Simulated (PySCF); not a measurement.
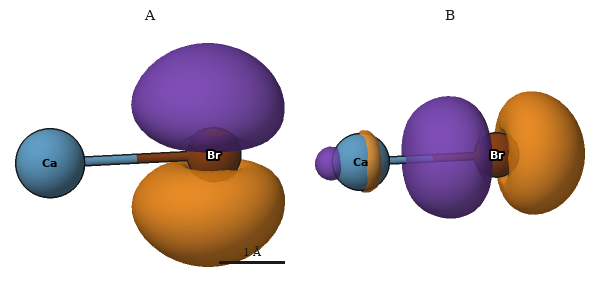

Figure 1: CaBr (doublet). Two frontier β-spin orbitals, each drawn at the value that holds 80 % of its norm (orange and purple are the two phases), in no order; of a degenerate pair one member is drawn.

Computed with PBE0/def2-TZVPP, non-relativistic Hamiltonian with scalar-relativistic core potentials where named, at a bond length of 2.598 Å (PySCF).

Question: Label each orbital by symmetry, say whether it is occupied, and order them by energy.

Answer: Orbital B: σ, occupied in this spin, −8.19 eV; mainly on Br (85 %).
Orbital A: π, occupied in this spin, −7.57 eV; mainly on Br (90 %).
